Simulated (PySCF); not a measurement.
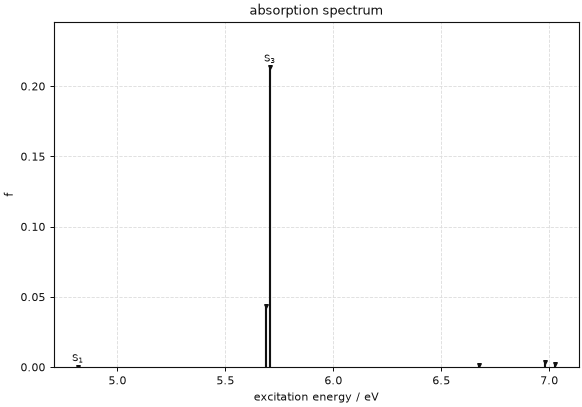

Vertical TDDFT excitations, PBE0/def2-SVPD in PySCF 2.14.0, at a GFN2-xTB geometry (no frequency check), gas phase. Only the first 6 singlet excitations are included.

Whose absorption spectrum is this?
A. C₅H₉BrO, SMILES COC/C=C\CBr
B. C₄H₆O₂ (cyclopropanecarboxylic acid), SMILES O=C(O)C1CC1
C. C₄H₆O₂Si, SMILES O=C(O)C#CC[SiH3]

Answer. C. Its lowest singlet lies at 4.82 eV (f = 0.000) and the brightest of those computed is S3 at 5.71 eV (217 nm), f = 0.214, mainly HOMO−1 → LUMO (65 %) (S2 lies within 0.06 eV, too close to order).

Note: the tight-binding geometry is rougher than a DFT one and adds to the error; core orbitals are frozen in the response.
